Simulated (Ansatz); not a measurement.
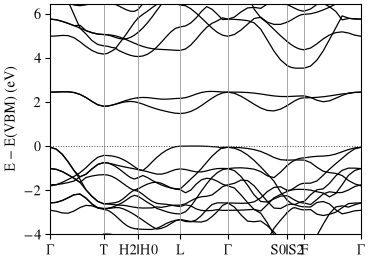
Figure. Band structure from DFT-PBEsol in the program Ansatz with PAW potentials

The gap is 1.46 eV; an edge lies off the plotted path or next to a special point (maximum off the standard path, minimum off the standard path).

The material is B$_{4}$C in space group R-3m (No. 166; B on 18h, B on 18h, C on 6c, C on 3b).

The workflow started from a Materials Project entry (that database holds measured and hypothetical structures alike); the Crystallography Open Database copy checked does not list it. Its standing as an ambient phase is unchecked. Symmetry was held in the PBEsol relaxation; phonons on a q-mesh show no instability.

Potentials: the later of the program's two PAW sets.
